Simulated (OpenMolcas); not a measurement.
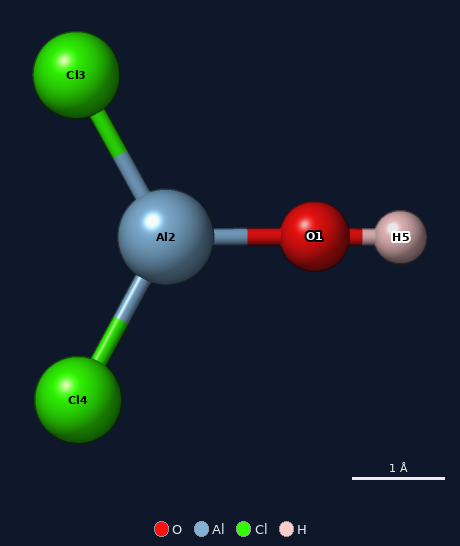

Figure 1. The input geometry (ball-and-stick view, seen on its broad side; atoms are numbered from 1 in the order of the input). Sticks mark near contacts. Bond lengths as drawn: Al–Cl 2.03 Å, Al–O 1.64 Å and H–O 0.94 Å.

Energy and gradient calculation of AlHCl$_{2}$O (part 1 of 2)

The run: energy and gradient calculation of AlHCl$_{2}$O. Method and program: BLYP/def2-SVP, RKS (OpenMolcas 26.06).

The geometry comes from this level: GFN2-xTB.

## The input
```
&GATEWAY
  BASLIB = $CurrDir
  COORD = mol.xyz
  BASIS = def2-SVP
  GROUP = NoSym

&SEWARD
  GRIDINPUT
  Grid=UltraFine
  End of Grid

&SCF
  KSDFT = BLYP
  THRESHOLDS = 1e-10 1e-07 1e-07 1e-05
  PRORBITALS = 1 2

&ALASKA
```

## File mol.xyz
```
5

O      0.091690     1.180530     0.032530
Al    -0.032210    -0.453930    -0.010480
Cl     1.057380    -1.546720     1.307320
Cl    -1.272670    -1.302620    -1.375070
H      0.155810     2.122740     0.045690
```

Launched with:
```bash
export MOLCAS_MEM=1860
pymolcas mol.input > mol.log
```

## Output
```
--- Start Module: gateway ---

                                              &GATEWAY

                       available to each process: 1.9 GB of memory, 1 thread

 Basis Set     1 Label: O.DEF2-SVP
 Basis set is read from library:.
 basistype.tbl is not found

 Basis Set     2 Label: AL.DEF2-SVP
 Basis set is read from library:.
 basistype.tbl is not found

 Basis Set     3 Label: CL.DEF2-SVP
 Basis set is read from library:.
 basistype.tbl is not found

 Basis Set     4 Label: H.DEF2-SVP
 Basis set is read from library:.
 basistype.tbl is not found

++    Symmetry information:
      ---------------------

                    Character Table for C1

                             E
                    a        1  x, y, xy, Rz, z, xz, Ry, yz, Rx, I
--

++    Basis set information:
      ----------------------

      Basis set label: O.DEF2-SVP.........

      Electronic valence basis set:
      ------------------
      Associated Effective Charge   8.000000 au
      Associated Actual Charge      8.000000 au
      Nuclear Model: Point charge

      Shell  nPrim  nBasis  Cartesian Spherical Contaminant
         s       7       3        X
         p       4       2        X
         d       1       1                 X

      Basis set label: AL.DEF2-SVP.........

      Electronic valence basis set:
      ------------------
      Associated Effective Charge  13.000000 au
      Associated Actual Charge     13.000000 au
      Nuclear Model: Point charge

      Shell  nPrim  nBasis  Cartesian Spherical Contaminant
         s      10       4        X
         p       7       3        X
         d       1       1                 X

      Basis set label: CL.DEF2-SVP.........

      Electronic valence basis set:
      ------------------
      Associated Effective Charge  17.000000 au
      Associated Actual Charge     17.000000 au
      Nuclear Model: Point charge

      Shell  nPrim  nBasis  Cartesian Spherical Contaminant
         s      10       4        X
         p       7       3        X
         d       1       1                 X

      Basis set label: H.DEF2-SVP.........

      Electronic valence basis set:
      ------------------
      Associated Effective Charge   1.000000 au
      Associated Actual Charge      1.000000 au
      Nuclear Model: Point charge

      Shell  nPrim  nBasis  Cartesian Spherical Contaminant
         s       4       2        X
         p       1       1        X
--

++    Molecular structure info:
      -------------------------

                    ************************************************
                    **** Cartesian Coordinates / bohr, angstrom ****
                    ************************************************

     Center  Label                x              y              z                     x              y              z
        1      O1               0.173269       2.230878       0.061473              0.091690       1.180530       0.032530
        2      AL2             -0.060868      -0.857803      -0.019804             -0.032210      -0.453930      -0.010480
        3      CL3              1.998159      -2.922877       2.470477              1.057380      -1.546720       1.307320
        4      CL4             -2.404998      -2.461595      -2.598506             -1.272670      -1.302620      -1.375070
        5      H5               0.294438       4.011397       0.086342              0.155810       2.122740       0.045690

                    ***************************************
                    *    InterNuclear Distances / bohr    *
                    ***************************************

               1 O1            2 AL2           3 CL3           4 CL4           5 H5
    1 O1       0.000000
    2 AL2      3.098610        0.000000
    3 CL3      5.974506        3.834791        0.000000
    4 CL4      5.978482        3.836247        6.730167        0.000000
    5 H5       1.784810        4.883301        7.528009        7.509660        0.000000

                    *******************************************
                    *    InterNuclear Distances / angstrom    *
                    *******************************************

               1 O1            2 AL2           3 CL3           4 CL4           5 H5
    1 O1       0.000000
    2 AL2      1.639714        0.000000
    3 CL3      3.161572        2.029284        0.000000
    4 CL4      3.163677        2.030055        3.561451        0.000000
    5 H5       0.944481        2.584131        3.983651        3.973941        0.000000
--

            Nuclear Potential Energy            248.92109539 au

--- Stop Module: gateway /rc=_RC_ALL_IS_WELL_ ---

--- Start Module: seward ---

                                              &SEWARD

                       available to each process: 1.9 GB of memory, 1 thread

               SEWARD will generate:
                  Multipole Moment integrals up to order  2
                  Kinetic Energy integrals
                  Nuclear Attraction integrals (point charge)
                  One-Electron Hamiltonian integrals
                  Velocity integrals
                  Orbital angular momentum around ( -0.1124  -1.5072  -0.0346 )
                  Velocity quadrupole around ( -0.1124  -1.5072  -0.0346 )
                  Two-Electron Repulsion integrals

                   Integrals are discarded if absolute value <: 1.00E-14
                   Integral cutoff threshold is set to       <: 1.00E-16

            Nuclear Potential Energy            248.92109539 au

      Basis set specifications :
      Symmetry species         a
      Basis functions           73

--- Stop Module: seward /rc=_RC_ALL_IS_WELL_ ---
--- Module seward spent 1 second ---

--- Start Module: scf ---

                                                &SCF

                       available to each process: 1.9 GB of memory, 1 thread

 ###############################################################################
 ###     Minimized-density-differences option turned off!                    ###
 ###############################################################################
++    Input section:
      --------------

      Header of the integral files:

      Cartesian coordinates in angstrom:
      -----------------------------------------------------
      No.  Label        X            Y            Z
      -----------------------------------------------------
       1   O1         0.09169000   1.18053000   0.03253000
       2   AL2       -0.03221000  -0.45393000  -0.01048000
       3   CL3        1.05738000  -1.54672000   1.30732000
       4   CL4       -1.27267000  -1.30262000  -1.37507000
       5   H5         0.15581000   2.12274000   0.04569000
      -----------------------------------------------------
      Nuclear repulsion energy =  248.92109539
--

++    Orbital specifications:
      -----------------------

      Symmetry species               1
                                     a
      Frozen orbitals                0
      Occupied orbitals             28
      Secondary orbitals            45
      Deleted orbitals               0
      Total number of orbitals      73
      Number of basis functions     73
--

      Molecular charge                           0.000

      Numerical integration parameters
      --------------------------------
      Radial quadrature type:                         MHL
      Size of radial grid:                            99
      Lebedev angular grid:                           41
      Angular grid pruned with the crowding factor:  1.00E+10
                                 and fading factor:  1.00E+01
      Screening threshold for integral computation:   1.00E-11
      Radial quadrature accuracy:                     1.00E-25
      Maximum batch size:                             128
      AO values are stored on disk
      The same grid will be used for all iterations.

      DFT functional specifications
      -----------------------------
      Using Libxc version: 6.2.2
      Please cite the following reference:
      S. Lehtola, C. Steigemann, M. J.T. Oliveira, and M. A.L. Marques.,  SoftwareX 7, 1–5 (2018) doi:10.1016/j.softx.2017.11.002

      * Becke 88
        - A. D. Becke.,  Phys. Rev. A 38, 3098 (1988) doi:10.1103/PhysRevA.38.3098
      * Lee, Yang & Parr
        - C. Lee, W. Yang, and R. G. Parr.,  Phys. Rev. B 37, 785 (1988) doi:10.1103/PhysRevB.37.785
        - B. Miehlich, A. Savin, H. Stoll, and H. Preuss.,  Chem. Phys. Lett. 157, 200 (1989) doi:10.1016/0009-2614(89)87234-3

++    Optimization specifications:
      ----------------------------

      SCF Algorithm: Conventional
      D(i)-D(i-1) density differences are used
      Number of density matrices in core                 5
      Maximum number of NDDO SCF iterations            400
      Maximum number of HF SCF iterations              400
      Threshold for SCF energy change             1.00E-10
      Threshold for density matrix                1.00E-07
      Threshold for Fock matrix                   1.00E-07
      Threshold for linear dependence             1.00E-09
      Threshold at which DIIS is turned on        1.50E-01
      Maximum depth in the DIIS procedure                5
      Maximum depth in the BFGS Hessian update          30
      Threshold at which QNR/C2DIIS is turned on  7.50E-02
      Threshold for Norm(delta) (QNR/C2DIIS)      1.00E-05
      All orbitals punched on: SCFORB
--

      Input vectors read from INPORB
      Orbital file label: *Guess orbitals

++ Convergence information
                                   BLYP       iterations: Energy and convergence statistics

Iter     Tot. BLYP       One-elec.       Two-elec.     Energy      Max Dij or  Max Fij      DNorm      TNorm      AccCon     Time
         Energy          Energy          Energy        Change      Delta Norm                                                in Sec.

 The total and one-electron energies are shifted by a value of      1000. a.u.

   1  -238.112267400 -1291.229351728   804.195988939   0.00E+00    5.24E-01*   1.15E-01*    1.10E+01   2.19E+02   None         1.
   2  -237.934383698 -1292.823322755   805.967843667   1.78E-01*   1.28E-01*   7.40E-02*    3.42E+00   2.20E+02   EDIIS        1.
   3  -238.366225930 -1294.740779826   807.453458506  -4.32E-01*   1.24E-01*   3.50E-02*    1.06E+00   2.20E+02   c2DIIS       1.
   4  -238.359844750 -1291.553933494   804.272993354   6.38E-03*   2.50E-02*   1.84E-02*    7.77E-01   2.20E+02   c2DIIS       1.
   5  -238.392748327 -1292.831420304   805.517576587  -3.29E-02*   3.83E-02*   4.86E-03*    1.47E-01   2.20E+02   QNRc2DIIS    1.
   6  -238.391993122 -1293.330653595   806.017565083   7.55E-04*   2.34E-02*   8.63E-03*    1.87E-01   2.20E+02   QNRc2DIIS    1.
   7  -238.393304573 -1293.179974248   805.865574285  -1.31E-03*   3.23E-03*   1.55E-03*    1.09E-01   2.20E+02   QNRc2DIIS    1.
   8  -238.393338576 -1293.098893430   805.784459464  -3.40E-05*   6.39E-04*   2.15E-04*    1.26E-02   2.20E+02   QNRc2DIIS    1.
   9  -238.393339579 -1293.089036363   805.774601394  -1.00E-06*   1.33E-04*   4.10E-05*    2.89E-03   2.20E+02   QNRc2DIIS    0.
  10  -238.393339611 -1293.091768543   805.777333542  -3.18E-08*   3.23E-05*   1.60E-05*    6.49E-04   2.20E+02   QNRc2DIIS    1.
  11  -238.393339614 -1293.090901937   805.776466934  -2.38E-09*   8.32E-06    3.16E-06*    1.60E-04   2.20E+02   QNRc2DIIS    1.
  12  -238.393339614 -1293.090993640   805.776558636  -1.26E-10*   1.11E-06    3.44E-07*    4.10E-05   2.20E+02   QNRc2DIIS    0.
  13  -238.393339614 -1293.090990688   805.776555685   2.05E-12*   2.70E-07    1.17E-07*    5.21E-06   2.20E+02   QNRc2DIIS    0.
  14  -238.393339614 -1293.090990751   805.776555747  -2.27E-13    7.07E-08    1.57E-08     1.22E-06   2.20E+02   QNRc2DIIS    0.

       Convergence after  14 Iterations
--

 *****************************************************************************************************************************
 *                                             SCF/KS-DFT Program, Final results                                             *
 *                                                       Final Results                                                       *
 *****************************************************************************************************************************

::    Total KS-DFT energy                           -1238.3933396137
      One-electron energy                           -2293.0909907506
      Two-electron energy                             805.7765557472
      Nuclear repulsion energy                        248.9210953897
      Kinetic energy (interpolated)                  1234.9719543655
      Virial theorem                                    1.0027704153
      Total spin, S(S+1)                                0.0000000000
      Total spin, S                                     0.0000000000
      Max non-diagonal density matrix element           0.0000000737
      Max non-diagonal Fock matrix element              0.0000000061

      All orbitals with orbital energies smaller than  E(LUMO)+0.5 are printed

++    Molecular orbitals:
      -------------------

      Title: RKS-DFT orbitals

      Molecular orbitals for symmetry species 1: a
```
